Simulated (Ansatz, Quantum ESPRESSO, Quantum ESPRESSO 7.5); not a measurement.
**Al(111) with two intrinsic faults two layers apart (four hcp-stacked layers): ballistic transmission**

Wanted: the transmission near the Fermi level and the conductance of this junction: Al(111) with two intrinsic faults two layers apart (four hcp-stacked layers).

Calculated with Quantum ESPRESSO 7.5; plane-wave DFT, PBE, GBRV ultrasoft pseudopotentials (cross-check by Ansatz 0.2.0 with PAW datasets).

### Step 1. Set-up

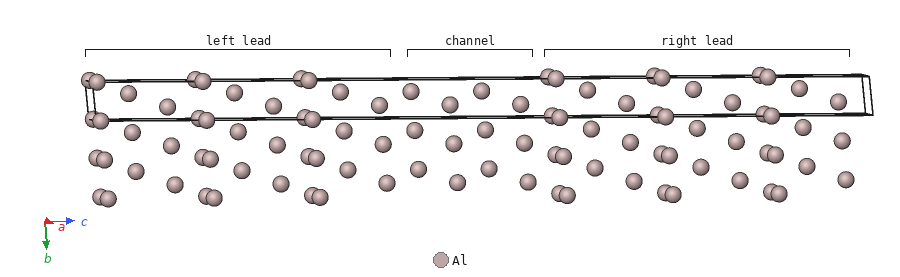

The cell as given, from the side, with the c axis across the page (aluminium light grey). 1×3×1 cells are drawn. Some periodic images of atoms are drawn too.

The cell holds 22 atoms: 22 Al. Cell: a = 2.857 Å, b = 2.857 Å, c = 51.315 Å, α = 90.0°, β = 90.0°, γ = 60.0°. It derives from Al. Regions: left lead, 9 atoms (9 Al); channel, 4 atoms (4 Al); right lead, 9 atoms (9 Al). The structure is stacked along c, and the current runs across the ab planes.

### Step 2. Self-consistent run

One periodic cell holds a stretch of lead, the junction and more lead; the atoms stay as built.

The input, scf.in:

```
&control
  prefix = 'scf'
  outdir = './out'
  pseudo_dir = './pseudo'
  calculation = 'scf'
  tprnfor = .true.
/
&system
  ibrav = 0
  nat = 22
  ntyp = 1
  ecutwfc = 40
  ecutrho = 200
  occupations = 'smearing'
  smearing = 'mv'
  degauss = 0.01
/
&electrons
  conv_thr = 1e-07
  mixing_beta = 0.25
  electron_maxstep = 120
  mixing_mode = 'local-TF'
/
ATOMIC_SPECIES
  Al  26.9815  al_pbe_v1.uspp.F.UPF
CELL_PARAMETERS angstrom
  2.85671139599365 0.00000000000000 0.00000000000000
  1.42835569799683 2.47398464021101 0.00000000000000
  0.00000000000000 0.00000000000000 51.31489192557395
ATOMIC_POSITIONS crystal
  Al  0.000000000000 0.000000000000 0.000000000000
  Al  0.333333333000 0.333333333000 0.045454545455
  Al  0.666666667000 0.666666667000 0.090909090909
  Al  0.000000000000 0.000000000000 0.136363636364
  Al  0.333333333000 0.333333333000 0.181818181818
  Al  0.666666667000 0.666666667000 0.227272727273
  Al  0.000000000000 0.000000000000 0.272727272727
  Al  0.333333333000 0.333333333000 0.318181818182
  Al  0.666666667000 0.666666667000 0.363636363636
  Al  0.333333333000 0.333333333000 0.409090909091
  Al  0.666666667000 0.666666667000 0.454545454545
  Al  0.333333333000 0.333333333000 0.500000000000
  Al  0.666666667000 0.666666667000 0.545454545455
  Al  0.000000000000 0.000000000000 0.590909090909
  Al  0.333333333000 0.333333333000 0.636363636364
  Al  0.666666667000 0.666666667000 0.681818181818
  Al  0.000000000000 0.000000000000 0.727272727273
  Al  0.333333333000 0.333333333000 0.772727272727
  Al  0.666666667000 0.666666667000 0.818181818182
  Al  0.000000000000 0.000000000000 0.863636363636
  Al  0.333333333000 0.333333333000 0.909090909091
  Al  0.666666667000 0.666666667000 0.954545454545
K_POINTS automatic
  10 10 1 0 0 0
```

The run is started by

```bash
$ OMP_NUM_THREADS=1 mpirun -n 2 pw.x -nk 2 -in scf.in > scf.out
```

What it wrote:

```text
Program PWSCF v.7.5 starts
[citation notice left out]

     Parallel version (MPI & OpenMP), running on       2 processor cores
     Number of MPI processes:                 2
     Threads/MPI process:                     1

     MPI processes distributed on     1 nodes
[...]
Current dimensions of program PWSCF are:
     Max number of different atomic species (ntypx) = 10
     Max number of k-points (npk) =  40000
     Max angular momentum in pseudopotentials (lmaxx) =  4
     Message from routine setup:
     using ibrav=0 with symmetry is DISCOURAGED, use correct ibrav instead

     K-points division:     npool     =       2
     Subspace diagonalization in iterative solution of the eigenvalue problem:
     a serial algorithm will be used

     G-vector sticks info
     --------------------
     sticks:   dense  smooth     PW     G-vecs:    dense   smooth      PW
     Sum         397     313    109               116513    83467   15209

     Using Slab Decomposition

     bravais-lattice index     =            0
     lattice parameter (alat)  =       5.3984  a.u.
     unit-cell volume          =    2447.3912 (a.u.)^3
     number of atoms/cell      =           22
     number of atomic types    =            1
     number of electrons       =        66.00
     number of Kohn-Sham states=           40
     kinetic-energy cutoff     =      40.0000  Ry
     charge density cutoff     =     200.0000  Ry
     scf convergence threshold =      1.0E-07
     mixing beta               =       0.2500
     number of iterations used =            8  local-TF  mixing
     Exchange-correlation= SLA  PW   PBE  PBE
                           (   1   4   3   4   0   0   0)

     celldm(1)=   5.398402  celldm(2)=   0.000000  celldm(3)=   0.000000
     celldm(4)=   0.000000  celldm(5)=   0.000000  celldm(6)=   0.000000

     crystal axes: (cart. coord. in units of alat)
               a(1) = (   1.000000   0.000000   0.000000 )
               a(2) = (   0.500000   0.866025   0.000000 )
               a(3) = (   0.000000   0.000000  17.962925 )

     reciprocal axes: (cart. coord. in units 2 pi/alat)
               b(1) = (  1.000000 -0.577350  0.000000 )
               b(2) = (  0.000000  1.154701  0.000000 )
               b(3) = (  0.000000  0.000000  0.055670 )

     PseudoPot. # 1 for Al read from file:
     ./pseudo/al_pbe_v1.uspp.F.UPF
     Pseudo is Ultrasoft + core correction, Zval =  3.0
     Generated by new atomic code, or converted to UPF format
     Using radial grid of  893 points,  3 beta functions with:
                l(1) =   0
                l(2) =   1
                l(3) =   2
     Q(r) pseudized with  8 coefficients,  rinner =    0.900   0.900   0.900
                                                       0.900   0.900

     atomic species   valence    mass     pseudopotential
     Al                3.00    26.98150     Al( 1.00)

      6 Sym. Ops. (no inversion) found

   Cartesian axes

     site n.     atom                  positions (alat units)
         1        Al     tau(   1) = (   0.0000000   0.0000000   0.0000000  )
         2        Al     tau(   2) = (   0.5000000   0.2886751   0.8164966  )
         3        Al     tau(   3) = (   1.0000000   0.5773503   1.6329932  )
         4        Al     tau(   4) = (   0.0000000   0.0000000   2.4494897  )
         5        Al     tau(   5) = (   0.5000000   0.2886751   3.2659863  )
         6        Al     tau(   6) = (   1.0000000   0.5773503   4.0824829  )
         7        Al     tau(   7) = (   0.0000000   0.0000000   4.8989795  )
         8        Al     tau(   8) = (   0.5000000   0.2886751   5.7154761  )
         9        Al     tau(   9) = (   1.0000000   0.5773503   6.5319726  )
        10        Al     tau(  10) = (   0.5000000   0.2886751   7.3484692  )
        11        Al     tau(  11) = (   1.0000000   0.5773503   8.1649658  )
        12        Al     tau(  12) = (   0.5000000   0.2886751   8.9814624  )
        13        Al     tau(  13) = (   1.0000000   0.5773503   9.7979590  )
        14        Al     tau(  14) = (   0.0000000   0.0000000  10.6144556  )
        15        Al     tau(  15) = (   0.5000000   0.2886751  11.4309521  )
        16        Al     tau(  16) = (   1.0000000   0.5773503  12.2474487  )
        17        Al     tau(  17) = (   0.0000000   0.0000000  13.0639453  )
        18        Al     tau(  18) = (   0.5000000   0.2886751  13.8804419  )
        19        Al     tau(  19) = (   1.0000000   0.5773503  14.6969385  )
        20        Al     tau(  20) = (   0.0000000   0.0000000  15.5134350  )
        21        Al     tau(  21) = (   0.5000000   0.2886751  16.3299316  )
        22        Al     tau(  22) = (   1.0000000   0.5773503  17.1464282  )

     number of k points=    14  Marzari-Vanderbilt smearing, width (Ry)=  0.0100
                       cart. coord. in units 2pi/alat
        k(    1) = (   0.0000000   0.0000000   0.0000000), wk =   0.0200000
        k(    2) = (   0.0000000   0.1154701   0.0000000), wk =   0.1200000
        k(    3) = (   0.0000000   0.2309401   0.0000000), wk =   0.1200000
        k(    4) = (   0.0000000   0.3464102   0.0000000), wk =   0.1200000
        k(    5) = (   0.0000000   0.4618802   0.0000000), wk =   0.1200000
        k(    6) = (   0.0000000  -0.5773503   0.0000000), wk =   0.0600000
        k(    7) = (   0.1000000   0.1732051   0.0000000), wk =   0.1200000
        k(    8) = (   0.1000000   0.2886751   0.0000000), wk =   0.2400000
        k(    9) = (   0.1000000   0.4041452   0.0000000), wk =   0.2400000
        k(   10) = (   0.1000000  -0.6350853   0.0000000), wk =   0.2400000
[...]
k(   14) = (   0.3000000  -0.6350853   0.0000000), wk =   0.1200000

     Dense  grid:   116513 G-vectors     FFT dimensions: (  25,  25, 450)

     Smooth grid:    83467 G-vectors     FFT dimensions: (  24,  24, 400)

     Estimated max dynamical RAM per process >     261.60 MB

     Estimated total dynamical RAM >     494.76 MB

     Initial potential from superposition of free atoms

     starting charge      65.9458, renormalised to      66.0000
     Starting wfcs are   88 randomized atomic wfcs

     total cpu time spent up to now is        4.2 secs

     per-process dynamical memory:   163.3 Mb

     Self-consistent Calculation

     iteration #  1     ecut=    40.00 Ry     beta= 0.25
     Davidson diagonalization with overlap
     ethr =  1.00E-02,  avg # of iterations =  2.9

     Threshold (ethr) on eigenvalues was too large:
     Diagonalizing with lowered threshold

     Davidson diagonalization with overlap
[...]
total energy              =    -147.52861015 Ry
     estimated scf accuracy    <       0.00003194 Ry

     iteration # 12     ecut=    40.00 Ry     beta= 0.25
[...]
total energy              =    -147.52861051 Ry
     estimated scf accuracy    <       0.00002151 Ry

     iteration # 13     ecut=    40.00 Ry     beta= 0.25
[...]
total energy              =    -147.52861140 Ry
     estimated scf accuracy    <       0.00019828 Ry

     iteration # 14     ecut=    40.00 Ry     beta= 0.25
[...]
total energy              =    -147.52861086 Ry
     estimated scf accuracy    <       0.00017809 Ry

[...]
iteration # 22     ecut=    40.00 Ry     beta= 0.25
[...]
total energy              =    -147.52860992 Ry
     estimated scf accuracy    <       0.00000846 Ry

     iteration # 23     ecut=    40.00 Ry     beta= 0.25
[...]
total energy              =    -147.52860995 Ry
     estimated scf accuracy    <       0.00001370 Ry

     iteration # 24     ecut=    40.00 Ry     beta= 0.25
[...]
total energy              =    -147.52861008 Ry
     estimated scf accuracy    <       0.00001791 Ry

     iteration # 25     ecut=    40.00 Ry     beta= 0.25
[...]
total energy              =    -147.52860991 Ry
     estimated scf accuracy    <       0.00000250 Ry

     iteration # 26     ecut=    40.00 Ry     beta= 0.25
[...]
total energy              =    -147.52861007 Ry
     estimated scf accuracy    <       0.00000303 Ry

     iteration # 27     ecut=    40.00 Ry     beta= 0.25
[...]
total energy              =    -147.52861007 Ry
     estimated scf accuracy    <       0.00000031 Ry

     iteration # 28     ecut=    40.00 Ry     beta= 0.25
[...]
total energy              =    -147.52861008 Ry
     estimated scf accuracy    <       0.00000017 Ry

     iteration # 29     ecut=    40.00 Ry     beta= 0.25
[...]
End of self-consistent calculation

          k = 0.0000 0.0000 0.0000 ( 10659 PWs)   bands (ev):

    -3.2605  -3.2112  -3.1966  -3.0384  -3.0314  -2.7557  -2.7528  -2.3628
    -2.3614  -1.8596  -1.8587  -1.2474  -1.2457  -0.5258  -0.5252   0.3022
     0.3026   1.2348   1.2355   2.2679   2.2704   3.2892   3.5394   4.6576
     4.6588   5.9883   5.9884   7.4134   7.4136   8.9282   8.9288  10.5280
    10.5286  12.2063  12.2071  13.9533  13.9558  15.7558  15.7566  17.5764

          k = 0.0000 0.1155 0.0000 ( 10629 PWs)   bands (ev):

    -3.0187  -2.9694  -2.9549  -2.7968  -2.7899  -2.5146  -2.5117  -2.1222
    -2.1208  -1.6198  -1.6189  -1.0085  -1.0068  -0.2880  -0.2875   0.5386
     0.5390   1.4695   1.4702   2.5003   2.5030   3.5158   3.7739   4.8856
     4.8870   6.2116   6.2133   7.6310   7.6340   9.1374   9.1431  10.7230
    10.7343  12.3741  12.3991  14.0515  14.1209  15.3034  15.3910  15.4089

          k = 0.0000 0.2309 0.0000 ( 10519 PWs)   bands (ev):

    -2.2951  -2.2461  -2.2316  -2.0743  -2.0674  -1.7933  -1.7904  -1.4027
    -1.4013  -0.9026  -0.9017  -0.2943  -0.2925   0.4224   0.4235   1.2443
     1.2458   2.1695   2.1719   3.1931   3.1980   4.1940   4.4689   5.5569
     5.5686   6.8610   6.8837   8.2416   8.2896   9.6571   9.7770  10.9273
    11.3251  11.6225  11.7564  11.8459  11.9391  11.9554  12.1479  12.2335

          k = 0.0000 0.3464 0.0000 ( 10480 PWs)   bands (ev):

    -1.0963  -1.0476  -1.0334  -0.8772  -0.8704  -0.5985  -0.5955  -0.2112
    -0.2093   0.2844   0.2864   0.8871   0.8905   1.5959   1.6007   2.4078
     2.4156   3.3191   3.3325   4.3219   4.3468   5.3104   5.5747   6.5555
     6.6782   7.5472   7.9391   7.9869   8.1439   8.3309   8.5131   8.6561
     8.9074   8.9800   9.0316   9.2048   9.3844   9.5005   9.6708   9.8597

          k = 0.0000 0.4619 0.0000 ( 10374 PWs)   bands (ev):

     0.5665   0.6147   0.6284   0.7828   0.7895   1.0573   1.0615   1.4381
     1.4435   1.9249   1.9331   2.5152   2.5284   3.2043   3.2265   3.9806
     4.0209   4.8026   4.8718   5.2239   5.2543   5.2811   5.3746   5.4570
     5.4809   5.6114   5.7170   5.9914   6.1130   6.2476   6.5732   6.9442
     6.9751   7.1483   7.3460   7.5753   7.8225   7.9906   8.3060   8.5356

          k = 0.0000-0.5774 0.0000 ( 10372 PWs)   bands (ev):

     2.6469   2.6832   2.7117   2.7168   2.7246   2.7618   2.8709   2.8717
     2.8949   2.9162   3.1279   3.1348   3.1619   3.1632   3.4446   3.4983
     3.5253   3.6459   3.9271   3.9805   4.0044   4.1152   4.4156   4.5495
     4.5875   4.7052   4.8729   5.2942   5.3813   5.5437   6.1155   6.1370
     6.4663   6.4952   6.9839   7.0338   7.1618   7.2869   7.9300   8.0404

[...]
the Fermi energy is     8.0811 ev

!    total energy              =    -147.52861006 Ry
     estimated scf accuracy    <       0.00000003 Ry
     smearing contrib. (-TS)   =      -0.00209394 Ry
     internal energy E=F+TS    =    -147.52651612 Ry

     The total energy is F=E-TS. E is the sum of the following terms:
     one-electron contribution =      65.66031868 Ry
     hartree contribution      =       0.17775192 Ry
     xc contribution           =     -94.45739918 Ry
     ewald contribution        =    -118.90718754 Ry

     convergence has been achieved in  29 iterations

     Forces acting on atoms (cartesian axes, Ry/au):

     atom    1 type  1   force =     0.00000000    0.00000000   -0.00041476
     atom    2 type  1   force =     0.00000000    0.00000000   -0.00014456
     atom    3 type  1   force =     0.00000000    0.00000000    0.00012523
     atom    4 type  1   force =     0.00000000    0.00000000   -0.00021606
     atom    5 type  1   force =     0.00000000    0.00000000   -0.00010062
     atom    6 type  1   force =     0.00000000    0.00000000   -0.00093293
     atom    7 type  1   force =     0.00000000    0.00000000    0.00107309
     atom    8 type  1   force =     0.00000000    0.00000000   -0.00010925
     atom    9 type  1   force =     0.00000000    0.00000000   -0.00003203
     atom   10 type  1   force =     0.00000000    0.00000000   -0.00008242
     atom   11 type  1   force =     0.00000000    0.00000000    0.00007453
     atom   12 type  1   force =     0.00000000    0.00000000    0.00005443
     atom   13 type  1   force =     0.00000000    0.00000000    0.00007171
     atom   14 type  1   force =     0.00000000    0.00000000   -0.00102547
     atom   15 type  1   force =     0.00000000    0.00000000    0.00088044
     atom   16 type  1   force =     0.00000000    0.00000000    0.00015438
     atom   17 type  1   force =     0.00000000    0.00000000    0.00016427
     atom   18 type  1   force =     0.00000000    0.00000000   -0.00007993
     atom   19 type  1   force =     0.00000000    0.00000000    0.00011145
     atom   20 type  1   force =     0.00000000    0.00000000    0.00043792
     atom   21 type  1   force =     0.00000000    0.00000000    0.00000764
     atom   22 type  1   force =     0.00000000    0.00000000   -0.00001707

     Total force =     0.002100     Total SCF correction =     0.000332
     SCF correction compared to forces is large: reduce conv_thr to get better values

[...]
=------------------------------------------------------------------------------=
   JOB DONE.
=------------------------------------------------------------------------------=
```

It took 2.6 min on 2 MPI ranks of Arm Neoverse V2, shared host; peak memory 0.51 GiB; 5.2 min of CPU time.

Numbers from this step:

* free energy: -2007.2290 eV
* Fermi energy: 8.081 eV

The program's own clock; routines nest. Time by routine:

```csv
routine,wall time (s),calls
PWSCF,156.5,1
electrons,151,1
c_bands,121.9,30
cegterg,108.3,210
h_psi,81.89,594
fftw,62.36,45690
vloc_psi,55.96,594
sum_band,21.86,30
calbec,19.23,832
add_vuspsi,12.91,594
s_psi,12.89,594
h_psi:calbec,12.8,594
init_run,4.17,1
wfcinit,3.82,1
```

The run needed 29 iterations to bring the estimated error under 1e-07 Ry; the largest force on any atom, held or free, is 0.03 eV/Å.

(Continued in part 2 of 4.)

[Logs are printed without paths, hosts, clocks, repeated set-up lines and the standing remarks that a program may print on its own settings, such as how far it seeks lower states.]

[Hosts, paths, dates, database ids (printed as entryN), source tags and the programs' standing remarks are cut or masked in the printed files.]

[Maps of the electrostatic potential energy from Ansatz leave out the sawtooth potential of an applied field or a dipole correction, so their vacuum need not be flat; planar profiles and work functions include it.]
